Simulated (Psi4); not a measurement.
# SiH2F (SMILES F[SiH2]) at UM06-L/def2-TZVP (sweep point 3)

What is the vertical electron affinity of SiH2F at UM06-L/def2-TZVP (sweep point 3)? 

Program for the calculation: Psi4 1.11.

4 further runs of the same task are left out: 4 set aside as unsound or not needed.

## Step 1: The molecule

SiH2F has 4 atoms, charge 0, and is taken as a doublet. SMILES: `F[SiH2]`. The shape is that of a GFN2-xTB optimisation.

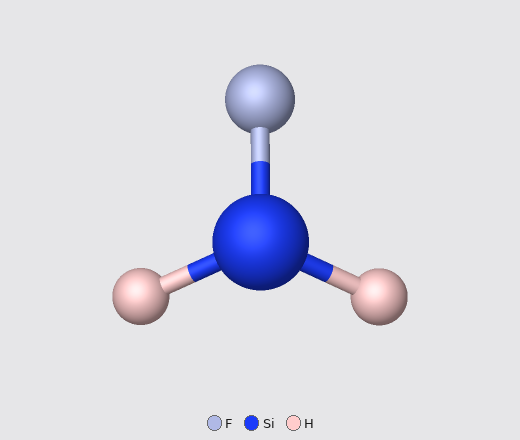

Viewed from a chosen angle; fluorine light blue, silicon blue, hydrogen pink.

## Step 2: The energy at UM06-L/def2-TZVP (sweep point 3)

File calc.inp:

```
memory 1600 MB

molecule m {
  0 2
  F      1.205590     0.647540    -0.425510
  Si    -0.122150    -0.264920    -0.246870
  H     -1.219930     0.678520    -0.261640
  H      0.136490    -1.061140     0.934020
  units angstrom
  symmetry c1
}

set {
  basis                def2-TZVP
  reference            uks
  puream               true
  scf_type             pk
  dft_radial_points    35
  dft_spherical_points 110
  maxiter              150
}

E, wfn = energy('m06-l', return_wfn=True)
print_variables()
```

Launch:

```
psi4 -n 1 calc.inp calc.out
```

calc.out:

```text
[...]
  Running in c1 symmetry.
[...]
  Nuclear repulsion =   55.499457272815420
[...]
  Multiplicity = 2
[...]
  Nalpha       = 13
  Nbeta        = 12
[...]
    Number of basis functions: 80
[...]
   @UKS iter   1:  -390.50581507112230   -3.35853e-01   6.13913e-03 DIIS/ADIIS
[...]
   @UKS iter   9:  -390.57852093825693   -1.53591e-08   3.85346e-07 DIIS
[...]
   @S^2 Observed:                7.527894583E-01
[...]
    Orbital Energies [Eh]
    ---------------------
    Alpha Occupied:
       1A    -65.841749     2A    -24.479501     3A     -5.286162
       4A     -3.592641     5A     -3.591439     6A     -3.587199
       7A     -1.161042     8A     -0.524340     9A     -0.414663
      10A     -0.405266    11A     -0.390816    12A     -0.331320
      13A     -0.196969
    Alpha Virtual:
      14A     -0.017448    15A      0.044257    16A      0.058842
      17A      0.155393    18A      0.176205    19A      0.198990
      20A      0.218240    21A      0.221194    22A      0.239174
      23A      0.302914    24A      0.306718    25A      0.399539
[...]
  @UKS Final Energy:  -390.57852093825693
   => Energetics <=
    Nuclear Repulsion Energy =             55.4994572728154196
    One-Electron Energy =                -652.3985552896094759
    Two-Electron Energy =                 238.5160532415232240
    DFT Exchange-Correlation Energy =     -32.1954761629860968
    Empirical Dispersion Energy =           0.0000000000000000
    VV10 Nonlocal Energy =                  0.0000000000000000
    Total Energy =                       -390.5785209382569292
[...]
 Multipole Moments:
 ------------------------------------------------------------------------------------
     Multipole            Electronic (a.u.)      Nuclear  (a.u.)        Total (a.u.)
 ------------------------------------------------------------------------------------
 L = 1.  Multiply by 2.5417464519 to convert [e a0] to [Debye]
 Dipole X            :          2.0485334           -2.5136279           -0.4650946
 Dipole Y            :          0.7817675           -1.0629984           -0.2812309
 Dipole Z            :         -1.1864375            1.3048982            0.1184607
 Magnitude           :                                                    0.5562703
[...]
```

It took 2.2 s on 1 thread of AMD EPYC 9R45 (Zen 5), shared host; peak memory 0.36 GiB.

## Step 3: The singlet anion

File calc.inp:

```
memory 1.6 GB

molecule system {
  -1 1
  F      1.205590     0.647540    -0.425510
  Si    -0.122150    -0.264920    -0.246870
  H     -1.219930     0.678520    -0.261640
  H      0.136490    -1.061140     0.934020
  symmetry c1
}

set {
  reference            rks
  puream               true
  scf_type             pk
  dft_radial_points    35
  dft_spherical_points 110
}

energy("m06-l/def2-TZVP")
```

Launch:

```
psi4 -i calc.inp -o calc.out -n 1
```

calc.out:

```text
[...]
  Running in c1 symmetry.
[...]
  Nuclear repulsion =   55.499457272815420
[...]
  Multiplicity = 1
[...]
  Nalpha       = 13
  Nbeta        = 13
[...]
    Number of basis functions: 80
[...]
   @RKS iter   1:  -390.43291884760828   -2.62957e-01   7.51051e-03 ADIIS/DIIS
[...]
   @RKS iter   9:  -390.59358469867567   -1.00259e-08   1.84256e-07 DIIS
[...]
    Orbital Energies [Eh]
    ---------------------
    Doubly Occupied:
       1A    -65.551320     2A    -24.238152     3A     -4.999512
       4A     -3.306649     5A     -3.301678     6A     -3.299195
       7A     -0.925332     8A     -0.272356     9A     -0.173970
      10A     -0.171129    11A     -0.151944    12A     -0.091608
      13A      0.091475
[...]
  @RKS Final Energy:  -390.59358469867567
   => Energetics <=
    Nuclear Repulsion Energy =             55.4994572728154196
    One-Electron Energy =                -658.8410180186913294
    Two-Electron Energy =                 245.1545519108966005
    DFT Exchange-Correlation Energy =     -32.4065758636963750
    Empirical Dispersion Energy =           0.0000000000000000
    VV10 Nonlocal Energy =                  0.0000000000000000
    Total Energy =                       -390.5935846986756701
[...]
 Multipole Moments:
 ------------------------------------------------------------------------------------
     Multipole            Electronic (a.u.)      Nuclear  (a.u.)        Total (a.u.)
 ------------------------------------------------------------------------------------
 L = 1.  Multiply by 2.5417464519 to convert [e a0] to [Debye]
 Dipole X            :          3.1302740           -2.5136279            0.6166461
 Dipole Y            :          1.7853222           -1.0629984            0.7223239
 Dipole Z            :         -0.9534503            1.3048982            0.3514479
 Magnitude           :                                                    1.0126795
[...]
```

Run time: 1.8 s. Hardware: 1 thread of AMD EPYC 9R45 (Zen 5), shared host; peak memory 0.36 GiB.

## Step 4: What came out

Level: UM06-L/def2-TZVP (sweep point 3).

| quantity | value |
| --- | --- |
| doublet SiH2F: total energy | -390.57852 Eh |
| doublet SiH2F: dipole moment | 1.41 D |
| doublet SiH2F: HOMO energy (highest over α and β) | -5.36 eV |
| doublet SiH2F: LUMO energy (lowest over α and β) | -3.31 eV |
| doublet SiH2F: ⟨S²⟩ | 0.753 |
| singlet anion: total energy | -390.59358 Eh |
| singlet anion: HOMO energy | 2.49 eV |
| singlet anion: LUMO energy | 5.64 eV |
| singlet anion: HOMO–LUMO gap (to an unbound level, set by the basis) | 3.15 eV |
| vertical electron affinity (to the singlet anion) | 0.410 eV |

In words: At fixed nuclei the extra electron is bound by 0.41 eV (39.5 kJ/mol). The basis has no diffuse functions, so the error can be as large as this value. The HOMO (singlet anion) lies at positive energy, 2.49 eV, as semi-local functionals often give for anions; only total energies tell whether the electron is bound.
